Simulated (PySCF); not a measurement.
**CH₄B₂F₂: NMR shifts at several levels of theory**

How much do the NMR shifts of CH₄B₂F₂ (`BCB(F)F`) depend on the level of theory, and what does each level cost?

Computed with PySCF 2.14.0, with density-fitted response routines of our own, on a single molecule in the gas phase. Atoms are numbered from 0 throughout.

## Step 1: The starting structure

9 atoms, charge 0, multiplicity 1; geometry from: PBE0-D3(BJ)/def2-SVP.

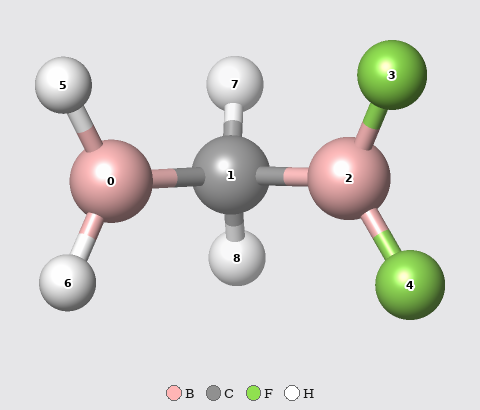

As it starts; boron pink, carbon grey, fluorine green, hydrogen white, atoms numbered.

## Step 2: Shielding tensors: PBE0/pcSseg-2

What the job is given:

```
{"job": {"kind": "nmr", "xc": "PBE0", "basis": "pcSseg-2", "pop": false}, "charge": 0, "multiplicity": 1}
B      0.798734     0.560282     0.871179
C      0.466400    -0.270206    -0.403320
B     -1.093140    -0.321308    -0.509824
F     -1.807705    -1.201805     0.168341
F     -1.770567     0.519866    -1.269906
H      0.907132     0.020905     1.947729
H      0.903673     1.763535     0.806665
H      0.817226    -1.309590    -0.305935
H      0.846516     0.213104    -1.315816
```

With the program's defaults for keys left out, this is: GIAO PBE0/pcSseg-2 NMR shielding, non-relativistic, gas phase.

Command:

```
$ OMP_NUM_THREADS=1 python probes_run.py task.json out
```

This one command runs all jobs of the session in turn.

What it wrote:

```text
coarse grid: 7912 points
cycle   1  E = -289.7416653587  dE =  3.624e-01  |g| = 6.692e-01  |ddm| = 1.887e+00
cycle   2  E = -289.6927771763  dE =  4.889e-02  |g| = 9.162e-01  |ddm| = 6.784e-01
cycle   3  E = -289.8160890173  dE = -1.233e-01  |g| = 6.324e-02  |ddm| = 3.633e-01
cycle   4  E = -289.8168131566  dE = -7.241e-04  |g| = 2.556e-02  |ddm| = 4.379e-02
cycle   5  E = -289.8169641931  dE = -1.510e-04  |g| = 2.409e-03  |ddm| = 1.567e-02
cycle   6  E = -289.8169656564  dE = -1.463e-06  |g| = 5.715e-04  |ddm| = 2.321e-03
final grid: 78320 points
cycle   7  E = -289.8174093057  dE = -1.221e-04  |g| = 5.630e-03  |ddm| = 2.898e-02
cycle   8  E = -289.8174082085  dE =  1.097e-06  |g| = 5.920e-03  |ddm| = 6.267e-03
cycle   9  E = -289.8174160021  dE = -7.794e-06  |g| = 2.776e-04  |ddm| = 3.219e-03
cycle  10  E = -289.8174160168  dE = -1.472e-08  |g| = 1.107e-04  |ddm| = 2.629e-04
cycle  11  E = -289.8174160196  dE = -2.753e-09  |g| = 3.683e-05  |ddm| = 9.085e-05
cycle  12  E = -289.8174160198  dE = -2.028e-10  |g| = 9.385e-06  |ddm| = 1.656e-05
converged SCF energy = -289.8174160198

GIAO shielding tensors (ppm)
atom      isotropic    diamagn.    paramagn.     s11        s22        s33       span
  0 B        8.757     191.325    -182.568    -65.038    -36.436    127.746    192.784
  1 C      151.723     246.977     -95.254     94.117    155.594    205.459    111.341
  2 B       72.802     194.332    -121.530     51.247     77.077     90.080     38.833
  3 F      234.792     467.491    -232.699     54.996    291.804    357.576    302.580
  4 F      235.796     467.376    -231.581     59.430    296.188    351.769    292.340
  5 H       23.547      29.198      -5.651     16.764     26.423     27.454     10.690
  6 H       23.580      29.183      -5.603     16.804     26.466     27.468     10.664
  7 H       28.496      29.635      -1.139     25.826     27.271     32.391      6.565
  8 H       28.571      29.776      -1.205     25.979     27.242     32.492      6.512
```

Wall time 19 s (1 thread of Arm Neoverse V1, shared host); peak memory 0.84 GiB.

Shifts follow as δ = σ(reference) − σ, with reference shieldings (ppm) from runs at the same level and on the same kind of geometry: 1H TMS 31.25, 13C TMS 184.1, 19F CFCl3 175.8, 11B BF3·OEt2 99.1. The references are single molecules in the gas phase, so shifts against H2O, NH3, PH3, H3PO4 or CFCl3 are not on the usual liquid scales and can be off by tens of ppm. Atoms listed in one row are averaged.

```csv
atoms,environment,σ (ppm),δ (ppm)
C1,sp3 CH2 bonded to 2 B,151.7,32.4
"H5, H6",hydrogen on a boron bonded to C,23.56,7.68
"H7, H8",hydrogen on an sp3 CH2 bonded to 2 B,28.53,2.71
B0,"boron bonded to C, 2 H",8.8,90.3
B2,"boron bonded to C, 2 F",72.8,26.3
"F3, F4",fluorine bonded to B,235.3,-59.5
```

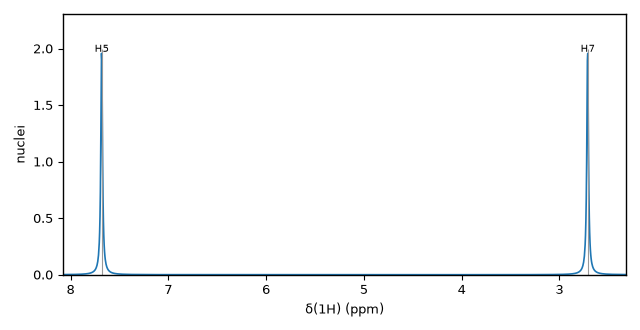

1H lines at the computed shifts, without couplings. Lines are broadened to a width of 0.02 ppm (Lorentzian).

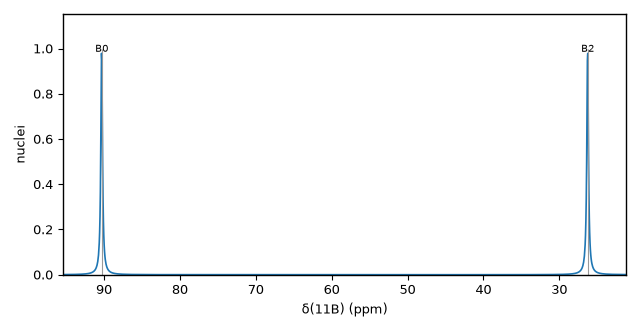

11B lines at the computed shifts, without couplings. Lines are broadened to a width of 0.26 ppm (Lorentzian).

## Step 3: Shielding tensors: mPW1PW91/pcSseg-2

Settings changed since step 2:

```diff
@@ -1,2 +1,2 @@
-{"job": {"kind": "nmr", "xc": "PBE0", "basis": "pcSseg-2", "pop": false}, "charge": 0, "multiplicity": 1}
+{"job": {"kind": "nmr", "xc": "mPW1PW91", "basis": "pcSseg-2", "pop": false}, "charge": 0, "multiplicity": 1}
 B      0.798734     0.560282     0.871179
```

Level: GIAO mPW1PW91/pcSseg-2 NMR shielding, non-relativistic, gas phase.

What it wrote:

```text
coarse grid: 7912 points
cycle   1  E = -289.9817488112  dE =  3.634e-01  |g| = 6.918e-01  |ddm| = 1.880e+00
cycle   2  E = -289.9290637452  dE =  5.269e-02  |g| = 9.484e-01  |ddm| = 6.892e-01
cycle   3  E = -290.0602121026  dE = -1.311e-01  |g| = 6.520e-02  |ddm| = 3.727e-01
cycle   4  E = -290.0609908411  dE = -7.787e-04  |g| = 2.556e-02  |ddm| = 4.459e-02
cycle   5  E = -290.0611428414  dE = -1.520e-04  |g| = 2.354e-03  |ddm| = 1.572e-02
cycle   6  E = -290.0611442562  dE = -1.415e-06  |g| = 5.543e-04  |ddm| = 2.275e-03
final grid: 78320 points
cycle   7  E = -290.0602243721  dE = -1.184e-04  |g| = 4.741e-03  |ddm| = 3.116e-02
cycle   8  E = -290.0602237904  dE =  5.817e-07  |g| = 4.893e-03  |ddm| = 5.179e-03
cycle   9  E = -290.0602288684  dE = -5.078e-06  |g| = 2.984e-04  |ddm| = 2.587e-03
cycle  10  E = -290.0602288816  dE = -1.317e-08  |g| = 1.499e-04  |ddm| = 2.431e-04
cycle  11  E = -290.0602288857  dE = -4.110e-09  |g| = 4.524e-05  |ddm| = 9.368e-05
cycle  12  E = -290.0602288860  dE = -3.360e-10  |g| = 6.678e-06  |ddm| = 2.088e-05
converged SCF energy = -290.0602288860

GIAO shielding tensors (ppm)
atom      isotropic    diamagn.    paramagn.     s11        s22        s33       span
  0 B        9.681     191.717    -182.036    -63.757    -34.472    127.272    191.029
  1 C      151.665     247.139     -95.473     94.702    155.536    204.757    110.055
  2 B       72.735     194.477    -121.742     50.984     76.950     90.271     39.288
  3 F      236.247     467.444    -231.198     56.945    292.997    358.798    301.853
  4 F      237.198     467.336    -230.138     61.263    297.278    353.054    291.791
  5 H       23.669      29.279      -5.611     16.959     26.506     27.540     10.581
  6 H       23.701      29.268      -5.567     16.999     26.549     27.555     10.556
  7 H       28.593      29.661      -1.068     25.919     27.372     32.488      6.568
  8 H       28.667      29.801      -1.134     26.070     27.343     32.587      6.518
```

Wall time 18 s (1 thread of Arm Neoverse V1, shared host); peak memory 0.85 GiB.

This run: δ C1 31.9, B0 89.4, B2 26.4, F3 -59.5, H5 7.61, H7 2.66 ppm (means over like atoms).

## Step 4: NMR shieldings: WP04/pcSseg-2

Settings changed since step 3:

```diff
@@ -1,2 +1,2 @@
-{"job": {"kind": "nmr", "xc": "mPW1PW91", "basis": "pcSseg-2", "pop": false}, "charge": 0, "multiplicity": 1}
+{"job": {"kind": "nmr", "xc": "WP04", "basis": "pcSseg-2", "pop": false}, "charge": 0, "multiplicity": 1}
 B      0.798734     0.560282     0.871179
```

Method: GIAO WP04/pcSseg-2 NMR shielding, non-relativistic, gas phase.

What it wrote:

```text
coarse grid: 7912 points
cycle   1  E = -295.8461646489  dE =  3.521e-01  |g| = 1.144e+00  |ddm| = 1.828e+00
cycle   2  E = -295.5914016816  dE =  2.548e-01  |g| = 1.739e+00  |ddm| = 1.157e+00
cycle   3  E = -296.0390683764  dE = -4.477e-01  |g| = 1.479e-01  |ddm| = 7.277e-01
cycle   4  E = -296.0430369470  dE = -3.969e-03  |g| = 5.307e-02  |ddm| = 1.008e-01
cycle   5  E = -296.0437152438  dE = -6.783e-04  |g| = 5.731e-03  |ddm| = 3.266e-02
cycle   6  E = -296.0437230389  dE = -7.795e-06  |g| = 1.867e-03  |ddm| = 5.822e-03
final grid: 78320 points
cycle   7  E = -296.0436604293  dE = -2.158e-04  |g| = 6.688e-03  |ddm| = 3.959e-02
cycle   8  E = -296.0436552904  dE =  5.139e-06  |g| = 7.907e-03  |ddm| = 8.491e-03
cycle   9  E = -296.0436703776  dE = -1.509e-05  |g| = 4.437e-04  |ddm| = 4.724e-03
cycle  10  E = -296.0436703976  dE = -2.004e-08  |g| = 3.878e-04  |ddm| = 3.564e-04
cycle  11  E = -296.0436704193  dE = -2.167e-08  |g| = 5.365e-05  |ddm| = 1.548e-04
cycle  12  E = -296.0436704197  dE = -4.222e-10  |g| = 9.527e-06  |ddm| = 2.898e-05
converged SCF energy = -296.0436704197

GIAO shielding tensors (ppm)
atom      isotropic    diamagn.    paramagn.     s11        s22        s33       span
  0 B        9.611     191.278    -181.667    -60.308    -28.245    117.386    177.694
  1 C      146.743     244.766     -98.023     98.073    149.830    192.324     94.251
  2 B       66.397     194.019    -127.621     41.695     70.236     87.262     45.567
  3 F      252.440     470.015    -217.575     82.866    307.801    366.654    283.787
  4 F      252.891     469.795    -216.905     85.841    311.256    361.574    275.733
  5 H       24.989      29.953      -4.964     19.001     27.448     28.517      9.516
  6 H       25.024      29.945      -4.921     19.045     27.489     28.538      9.492
  7 H       29.340      29.962      -0.622     26.671     28.173     33.176      6.505
  8 H       29.397      30.078      -0.681     26.790     28.148     33.254      6.464
```

Run time: 18 s. Hardware: 1 thread of Arm Neoverse V1, shared host; peak memory 0.85 GiB.

In short: δ C1 25.4, B0 84.6, B2 27.8, F3 -75.3, H5 6.60, H7 2.24 ppm (means over like atoms).

## Step 5: Nuclear shieldings: B97-2/pcSseg-2

Settings changed since step 4:

```diff
@@ -1,2 +1,2 @@
-{"job": {"kind": "nmr", "xc": "WP04", "basis": "pcSseg-2", "pop": false}, "charge": 0, "multiplicity": 1}
+{"job": {"kind": "nmr", "xc": "B97-2", "basis": "pcSseg-2", "pop": false}, "charge": 0, "multiplicity": 1}
 B      0.798734     0.560282     0.871179
```

Method: GIAO B97-2/pcSseg-2 NMR shielding, non-relativistic, gas phase.

What it wrote:

```text
coarse grid: 7912 points
cycle   1  E = -289.9593284531  dE =  3.529e-01  |g| = 7.262e-01  |ddm| = 1.889e+00
cycle   2  E = -289.8908487859  dE =  6.848e-02  |g| = 1.023e+00  |ddm| = 7.318e-01
cycle   3  E = -290.0447429188  dE = -1.539e-01  |g| = 7.105e-02  |ddm| = 4.077e-01
cycle   4  E = -290.0457064635  dE = -9.635e-04  |g| = 2.645e-02  |ddm| = 4.913e-02
cycle   5  E = -290.0458719688  dE = -1.655e-04  |g| = 2.288e-03  |ddm| = 1.620e-02
cycle   6  E = -290.0458733787  dE = -1.410e-06  |g| = 6.167e-04  |ddm| = 2.452e-03
final grid: 78320 points
cycle   7  E = -290.0412347831  dE = -1.459e-04  |g| = 1.136e-02  |ddm| = 3.594e-02
cycle   8  E = -290.0412206110  dE =  1.417e-05  |g| = 1.516e-02  |ddm| = 9.019e-03
cycle   9  E = -290.0412513547  dE = -3.074e-05  |g| = 8.293e-04  |ddm| = 5.265e-03
cycle  10  E = -290.0412514785  dE = -1.238e-07  |g| = 3.138e-04  |ddm| = 6.442e-04
cycle  11  E = -290.0412515027  dE = -2.417e-08  |g| = 5.804e-05  |ddm| = 2.031e-04
cycle  12  E = -290.0412515034  dE = -7.371e-10  |g| = 9.081e-06  |ddm| = 4.123e-05
converged SCF energy = -290.0412515034

GIAO shielding tensors (ppm)
atom      isotropic    diamagn.    paramagn.     s11        s22        s33       span
  0 B       14.934     191.761    -176.828    -56.083    -26.121    127.006    183.090
  1 C      153.665     247.240     -93.575     99.988    156.761    204.248    104.259
  2 B       74.651     194.602    -119.951     54.124     77.616     92.214     38.090
  3 F      241.987     467.896    -225.908     67.570    298.178    360.213    292.643
  4 F      242.878     467.770    -224.892     71.785    302.311    354.539    282.754
  5 H       23.907      29.417      -5.511     17.427     26.625     27.668     10.241
  6 H       23.938      29.406      -5.468     17.465     26.667     27.682     10.217
  7 H       28.746      29.755      -1.009     26.071     27.487     32.680      6.609
  8 H       28.820      29.890      -1.069     26.213     27.464     32.784      6.571
```

Run time: 18 s. Hardware: 1 thread of Arm Neoverse V1, shared host; peak memory 0.85 GiB.

In short: δ C1 29.8, B0 85.2, B2 25.5, F3 -65.0, H5 7.44, H7 2.58 ppm (means over like atoms).

## Step 6: NMR shieldings: BHandHLYP/pcSseg-2

Settings changed since step 5:

```diff
@@ -1,2 +1,2 @@
-{"job": {"kind": "nmr", "xc": "B97-2", "basis": "pcSseg-2", "pop": false}, "charge": 0, "multiplicity": 1}
+{"job": {"kind": "nmr", "xc": "BHandHLYP", "basis": "pcSseg-2", "pop": false}, "charge": 0, "multiplicity": 1}
 B      0.798734     0.560282     0.871179
```

Level: GIAO BHandHLYP/pcSseg-2 NMR shielding, non-relativistic, gas phase.

What it wrote:

```text
coarse grid: 7912 points
cycle   1  E = -289.9385339995  dE =  4.250e-01  |g| = 6.637e-01  |ddm| = 1.839e+00
cycle   2  E = -289.9451773345  dE = -6.643e-03  |g| = 7.087e-01  |ddm| = 5.824e-01
cycle   3  E = -290.0144388811  dE = -6.926e-02  |g| = 4.321e-02  |ddm| = 2.595e-01
cycle   4  E = -290.0147562845  dE = -3.174e-04  |g| = 2.177e-02  |ddm| = 3.507e-02
cycle   5  E = -290.0148668127  dE = -1.105e-04  |g| = 3.263e-03  |ddm| = 1.567e-02
cycle   6  E = -290.0148694752  dE = -2.662e-06  |g| = 4.789e-04  |ddm| = 2.124e-03
final grid: 78320 points
cycle   7  E = -290.0145822521  dE = -5.029e-05  |g| = 2.881e-03  |ddm| = 1.749e-02
cycle   8  E = -290.0145829043  dE = -6.522e-07  |g| = 2.070e-03  |ddm| = 2.585e-03
cycle   9  E = -290.0145838107  dE = -9.064e-07  |g| = 2.261e-04  |ddm| = 1.161e-03
cycle  10  E = -290.0145838209  dE = -1.021e-08  |g| = 6.096e-05  |ddm| = 1.427e-04
cycle  11  E = -290.0145838214  dE = -5.343e-10  |g| = 1.507e-05  |ddm| = 2.879e-05
converged SCF energy = -290.0145838214

GIAO shielding tensors (ppm)
atom      isotropic    diamagn.    paramagn.     s11        s22        s33       span
  0 B       14.662     189.488    -174.826    -57.679    -26.589    128.253    185.931
  1 C      155.869     244.597     -88.728    102.207    159.654    205.747    103.540
  2 B       75.594     193.091    -117.497     50.640     80.154     95.988     45.349
  3 F      254.761     467.936    -213.175     82.966    312.981    368.337    285.371
  4 F      255.244     467.782    -212.538     86.238    316.383    363.112    276.874
  5 H       24.064      29.170      -5.106     17.721     26.694     27.778     10.057
  6 H       24.097      29.155      -5.058     17.760     26.733     27.798     10.038
  7 H       29.013      29.726      -0.714     26.176     27.807     33.054      6.878
  8 H       29.083      29.866      -0.783     26.319     27.769     33.161      6.842
```

Run time: 18 s. Hardware: 1 thread of Arm Neoverse V1, shared host; peak memory 0.85 GiB.

In short: δ C1 28.4, B0 88.9, B2 28.0, F3 -53.0, H5 7.37, H7 2.40 ppm (means over like atoms).

## Step 7: Shielding tensors: CAM-B3LYP/pcSseg-2

Settings changed since step 6:

```diff
@@ -1,2 +1,2 @@
-{"job": {"kind": "nmr", "xc": "BHandHLYP", "basis": "pcSseg-2", "pop": false}, "charge": 0, "multiplicity": 1}
+{"job": {"kind": "nmr", "xc": "CAM-B3LYP", "basis": "pcSseg-2", "pop": false}, "charge": 0, "multiplicity": 1}
 B      0.798734     0.560282     0.871179
```

Method: GIAO CAM-B3LYP/pcSseg-2 NMR shielding, non-relativistic, gas phase.

What it wrote:

```text
coarse grid: 7912 points
cycle   1  E = -289.9521569738  dE =  4.417e-01  |g| = 7.074e-01  |ddm| = 1.839e+00
cycle   2  E = -289.9344739354  dE =  1.768e-02  |g| = 8.712e-01  |ddm| = 6.517e-01
cycle   3  E = -290.0369389347  dE = -1.025e-01  |g| = 5.265e-02  |ddm| = 3.098e-01
cycle   4  E = -290.0374244038  dE = -4.855e-04  |g| = 2.517e-02  |ddm| = 4.006e-02
cycle   5  E = -290.0375704174  dE = -1.460e-04  |g| = 3.872e-03  |ddm| = 1.850e-02
cycle   6  E = -290.0375740480  dE = -3.631e-06  |g| = 6.087e-04  |ddm| = 2.636e-03
final grid: 78320 points
cycle   7  E = -290.0361349127  dE = -9.313e-05  |g| = 4.001e-03  |ddm| = 2.232e-02
cycle   8  E = -290.0361356348  dE = -7.221e-07  |g| = 3.380e-03  |ddm| = 3.596e-03
cycle   9  E = -290.0361377681  dE = -2.133e-06  |g| = 3.669e-04  |ddm| = 1.671e-03
cycle  10  E = -290.0361377787  dE = -1.062e-08  |g| = 2.306e-04  |ddm| = 1.991e-04
cycle  11  E = -290.0361377873  dE = -8.521e-09  |g| = 1.530e-05  |ddm| = 9.640e-05
cycle  12  E = -290.0361377873  dE = -8.021e-11  |g| = 5.045e-06  |ddm| = 1.656e-05
converged SCF energy = -290.0361377873

GIAO shielding tensors (ppm)
atom      isotropic    diamagn.    paramagn.     s11        s22        s33       span
  0 B        4.019     189.217    -185.198    -72.352    -42.760    127.168    199.520
  1 C      150.782     244.001     -93.219     93.415    154.813    204.119    110.704
  2 B       70.370     193.151    -122.781     46.743     75.778     88.589     41.845
  3 F      237.671     467.807    -230.136     59.150    294.582    359.280    300.130
  4 F      238.411     467.674    -229.263     63.038    298.553    353.644    290.606
  5 H       23.671      29.060      -5.389     16.846     26.569     27.597     10.751
  6 H       23.702      29.035      -5.333     16.884     26.609     27.612     10.728
  7 H       28.692      29.778      -1.085     25.986     27.569     32.523      6.537
  8 H       28.767      29.923      -1.155     26.139     27.535     32.628      6.489
```

Run time: 25 s. Hardware: 1 thread of Arm Neoverse V1, shared host; peak memory 1 GiB.

This run: δ C1 31.8, B0 93.9, B2 27.5, F3 -52.0, H5 7.65, H7 2.61 ppm (means over like atoms).

## Step 8: Shielding tensors: wB97X-D/pcSseg-2

Settings changed since step 7:

```diff
@@ -1,2 +1,2 @@
-{"job": {"kind": "nmr", "xc": "CAM-B3LYP", "basis": "pcSseg-2", "pop": false}, "charge": 0, "multiplicity": 1}
+{"job": {"kind": "nmr", "xc": "wB97X-D", "basis": "pcSseg-2", "pop": false}, "charge": 0, "multiplicity": 1}
 B      0.798734     0.560282     0.871179
```

Level: GIAO wB97X-D/pcSseg-2 NMR shielding, non-relativistic, gas phase.

What it wrote:

```text
coarse grid: 7912 points
cycle   1  E = -289.9653358340  dE =  4.681e-01  |g| = 7.028e-01  |ddm| = 1.847e+00
cycle   2  E = -289.9708277835  dE = -5.492e-03  |g| = 7.796e-01  |ddm| = 6.141e-01
cycle   3  E = -290.0506827492  dE = -7.985e-02  |g| = 4.561e-02  |ddm| = 2.707e-01
cycle   4  E = -290.0511181957  dE = -4.354e-04  |g| = 2.234e-02  |ddm| = 4.064e-02
cycle   5  E = -290.0512386759  dE = -1.205e-04  |g| = 3.862e-03  |ddm| = 1.819e-02
cycle   6  E = -290.0512426365  dE = -3.961e-06  |g| = 7.190e-04  |ddm| = 3.124e-03
final grid: 78320 points
cycle   7  E = -290.0511663330  dE = -2.527e-04  |g| = 8.993e-03  |ddm| = 4.519e-02
cycle   8  E = -290.0511697368  dE = -3.404e-06  |g| = 8.946e-03  |ddm| = 8.006e-03
cycle   9  E = -290.0511814768  dE = -1.174e-05  |g| = 8.281e-04  |ddm| = 3.214e-03
cycle  10  E = -290.0511816332  dE = -1.564e-07  |g| = 4.252e-04  |ddm| = 7.985e-04
cycle  11  E = -290.0511816781  dE = -4.493e-08  |g| = 7.062e-05  |ddm| = 2.918e-04
cycle  12  E = -290.0511816814  dE = -3.282e-09  |g| = 2.553e-05  |ddm| = 1.070e-04
cycle  13  E = -290.0511816818  dE = -4.289e-10  |g| = 6.951e-06  |ddm| = 3.313e-05
converged SCF energy = -290.0511816818

GIAO shielding tensors (ppm)
atom      isotropic    diamagn.    paramagn.     s11        s22        s33       span
  0 B       14.272     191.482    -177.210    -57.960    -28.020    128.795    186.755
  1 C      154.773     246.587     -91.814    100.239    157.977    206.104    105.865
  2 B       73.860     194.825    -120.965     52.402     77.492     91.686     39.284
  3 F      243.096     465.899    -222.803     67.868    298.629    362.791    294.924
  4 F      243.970     465.805    -221.835     71.892    302.613    357.406    285.515
  5 H       23.880      29.213      -5.334     17.399     26.599     27.640     10.241
  6 H       23.911      29.202      -5.291     17.436     26.640     27.657     10.222
  7 H       28.811      29.786      -0.975     26.057     27.541     32.834      6.776
  8 H       28.883      29.923      -1.040     26.200     27.511     32.939      6.739
```

Wall time 25 s (1 thread of Arm Neoverse V1, shared host); peak memory 1 GiB.

This run: δ C1 29.6, B0 85.7, B2 26.1, F3 -57.1, H5 7.46, H7 2.51 ppm (means over like atoms).

## Step 9: Shielding tensors: LC-wPBE/pcSseg-2

Settings changed since step 8:

```diff
@@ -1,2 +1,2 @@
-{"job": {"kind": "nmr", "xc": "wB97X-D", "basis": "pcSseg-2", "pop": false}, "charge": 0, "multiplicity": 1}
+{"job": {"kind": "nmr", "xc": "LC-wPBE", "basis": "pcSseg-2", "pop": false}, "charge": 0, "multiplicity": 1}
 B      0.798734     0.560282     0.871179
```

With the program's defaults for keys left out, this is: GIAO LC-wPBE/pcSseg-2 NMR shielding, non-relativistic, gas phase.

What it wrote:

```text
coarse grid: 7912 points
cycle   1  E = -289.8651348761  dE =  5.329e-01  |g| = 7.054e-01  |ddm| = 1.820e+00
cycle   2  E = -289.8847226077  dE = -1.959e-02  |g| = 7.470e-01  |ddm| = 5.809e-01
cycle   3  E = -289.9560278203  dE = -7.131e-02  |g| = 4.762e-02  |ddm| = 2.452e-01
cycle   4  E = -289.9566474221  dE = -6.196e-04  |g| = 1.939e-02  |ddm| = 4.953e-02
cycle   5  E = -289.9567498817  dE = -1.025e-04  |g| = 4.416e-03  |ddm| = 1.929e-02
cycle   6  E = -289.9567556372  dE = -5.756e-06  |g| = 1.039e-03  |ddm| = 3.564e-03
final grid: 78320 points
cycle   7  E = -289.9584077326  dE = -1.620e-04  |g| = 6.490e-03  |ddm| = 3.568e-02
cycle   8  E = -289.9584094007  dE = -1.668e-06  |g| = 6.335e-03  |ddm| = 4.516e-03
cycle   9  E = -289.9584147995  dE = -5.399e-06  |g| = 4.958e-04  |ddm| = 2.151e-03
cycle  10  E = -289.9584148517  dE = -5.217e-08  |g| = 2.383e-04  |ddm| = 4.324e-04
cycle  11  E = -289.9584148643  dE = -1.257e-08  |g| = 2.895e-05  |ddm| = 1.433e-04
cycle  12  E = -289.9584148647  dE = -4.551e-10  |g| = 8.907e-06  |ddm| = 5.509e-05
converged SCF energy = -289.9584148647

GIAO shielding tensors (ppm)
atom      isotropic    diamagn.    paramagn.     s11        s22        s33       span
  0 B        4.425     190.358    -185.933    -73.521    -45.161    131.957    205.478
  1 C      157.169     245.069     -87.899    100.925    161.029    209.554    108.629
  2 B       71.754     194.607    -122.853     48.979     77.681     88.601     39.622
  3 F      241.980     467.047    -225.067     65.532    296.179    364.228    298.696
  4 F      242.781     466.986    -224.205     69.337    299.947    359.058    289.722
  5 H       23.546      29.148      -5.602     16.659     26.471     27.509     10.850
  6 H       23.578      29.130      -5.551     16.697     26.514     27.524     10.828
  7 H       28.647      29.736      -1.090     25.769     27.405     32.765      6.996
  8 H       28.721      29.877      -1.157     25.919     27.371     32.872      6.953
```

Wall time 32 s (1 thread of Arm Neoverse V1, shared host); peak memory 0.94 GiB.

In short: δ C1 31.1, B0 94.5, B2 27.2, F3 -38.7, H5 7.75, H7 2.63 ppm (means over like atoms).

(Part 1 of 2 ends here.)
